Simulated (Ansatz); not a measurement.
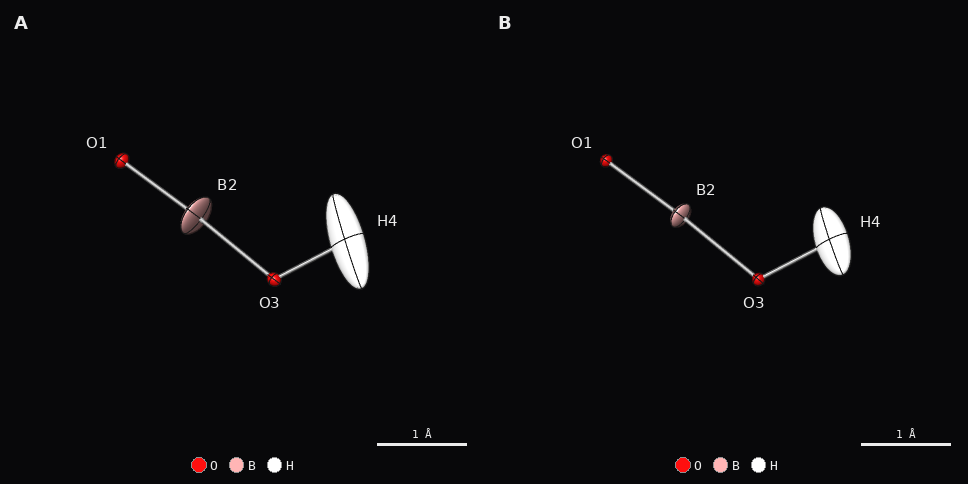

Displacement ellipsoids at the 50 % level, scaled by 2, from the internal vibrations of the free molecule (harmonic, no overall translation or rotation; no half-axis is drawn under 0.075 Å). Vibrations computed with RKS PBE0-D4/def2-TZVP (Ansatz 0.2.0). One panel is for 200 K, the other for 900 K.

> Which panel is for 900 K?

A.

> How much does the mean-square displacement of B2 grow, and why?

U_eq goes from 0.0018 to 0.0042 Å², a factor of 2.3. Modes below kT (626 cm⁻¹ at 900 K) grow about in proportion to T, and the lowest lies at 463 cm⁻¹; the mean-square amplitude of a mode is its zero-point value times coth(ħω/2kT), which comes close to 1 only above about 3kT.
